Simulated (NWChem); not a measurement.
# BP86/6-31G(d) (spherical functions) run of CH2F2 (difluoromethane)

What is the electronic atomisation energy of CH2F2 (difluoromethane) at BP86/6-31G* (spherical functions)? 

Program for the calculation: NWChem 7.3.0.

3 further runs of the same task are left out: 3 set aside as unsound or not needed.

**1. The structure to begin with**

CH2F2: 5 atoms, total charge 0, spin state singlet. As SMILES, `FCF`. The shape is that of a PBE0-D4/def2-TZVP optimisation.

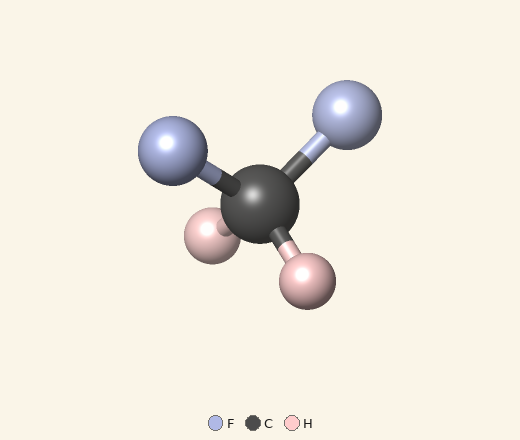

The structure, seen from a chosen angle (fluorine light blue, carbon dark grey, hydrogen pink).

**2. A single-point energy at BP86/6-31G(d) (spherical functions) (run 1)**

The input, ch2f2.xyz:

```xyz
5

F     -1.073300     0.191200     0.698300
C      0.010100    -0.016900    -0.082300
F      1.090500    -0.179200     0.713200
H     -0.142700    -0.932900    -0.659500
H      0.165300     0.864200    -0.711100
```

The input, ch2f2.nw:

```
START ch2f2
memory stack 880 mb heap 220 mb global 1100 mb
charge 0

GEOMETRY noautosym nocenter noautoz
 load ch2f2.xyz
END

BASIS spherical bse
 * library 6-31G*
END

DFT
 xc becke88 perdew86
 mult 1
 grid fine
 convergence energy 1e-08
 iterations 100
 mulliken
 noprint "final vectors analysis"
END

TASK dft energy
```

The run is started by

```console
nwchem ch2f2.nw > ch2f2.out
```

The log of the run:

```text
[...]
          Wavefunction type:  closed shell.
          No. of atoms     :     5
          No. of electrons :    26
[...]
          Charge           :     0
          Spin multiplicity:     1
[...]
          AO basis - number of functions:    46
[...]
              XC Information
              --------------
                    Becke 1988 Exchange Functional  1.000
                Perdew 1981 Correlation Functional  1.000 local
                Perdew 1986 Correlation Functional  1.000 non-local
[...]
 d= 0,ls=0.0,diis     1   -238.8679973184 -3.16D+02  2.77D-02  8.95D-01     0.5
[...]
 d= 0,ls=0.0,diis     7   -238.9652951256 -8.82D-09  1.89D-06  4.51D-09     2.3
         Total DFT energy =     -238.965295125626
      One electron energy =     -485.018024285752
           Coulomb energy =      195.709458240050
    Exchange-Corr. energy =      -27.124945221951
 Nuclear repulsion energy =       77.468216142026
[...]
      Total Density - Mulliken Population Analysis
     ---------------------------------------------
    Atom       Charge   Shell Charges
 -----------   ------   -------------------------------------------------------
    1 F    9     9.28   2.00  0.93  3.30  1.02  2.00  0.02
    2 C    6     5.71   2.00  0.70  1.94  0.42  0.54  0.11
    3 F    9     9.28   2.00  0.93  3.30  1.02  2.00  0.02
    4 H    1     0.87   0.55  0.32
    5 H    1     0.87   0.55  0.32
[...]
```

Wall time 2.9 s (1 thread of Intel Xeon Platinum 8375C at 2.90GHz (Ice Lake), shared host); peak memory 0.11 GiB.

**3. The C atom, same level (run 2)**

The input, c.nw:

```
start c
title "C"
memory 2200 mb
geometry noautosym nocenter noautoz
C     0.000000    0.000000    0.000000
end
basis "ao basis" spherical bse
* library 6-31G*
end
dft
xc becke88 perdew86
mult 3
grid fine
convergence energy 1e-08
maxiter 100
mulliken
print low
end
task dft energy
```

Run the same way, it converges to -37.83192 Eh (log not shown).

Run 3 isn't shown in full; the table further down has it.

**4. The H atom (run 4)**

The input, mymol.nw:

```
echo
start mymol
title "H"
memory 2200 mb

geometry noautosym nocenter noautoz
 H        0.000000       0.000000       0.000000
end

basis "ao basis" spherical bse
 H library 6-31G*
end

dft
 xc becke88 perdew86
 mult 2
 grid fine
 convergence energy 1e-08
 iterations 100
 mulliken
 print low
end

task dft energy
```

Run the same way, it converges to -0.49810 Eh (log not shown).

**5. Overview of the runs**

| run | level | partner | energy (Eh) | wall time |
| --- | --- | --- | --- | --- |
| 1 | BP86/6-31G* (spherical functions) | base | -238.965295 | 2.9 s |
| 2 | UBP86/6-31G* (spherical functions) | atoms | -37.831916 | 0.74 s |
| 3 | UBP86/6-31G* (spherical functions) | atoms | -99.705801 | 0.72 s |
| 4 | UBP86/6-31G* (spherical functions) | atoms | -0.498099 | 0.58 s |

**6. Outcome**

Level: BP86/6-31G* (spherical functions).

| quantity | value |
| --- | --- |
| H atom: total energy | -0.49810 Eh |
| H atom: ⟨S²⟩ | 0.750 |
| electronic atomisation energy | 19.744 eV |

What this shows: Taking the molecule apart into free atoms costs 19.74 eV (1905 kJ/mol), before zero-point energy and without spin-orbit coupling. All runs together took 4.9 s, the longest 2.9 s.
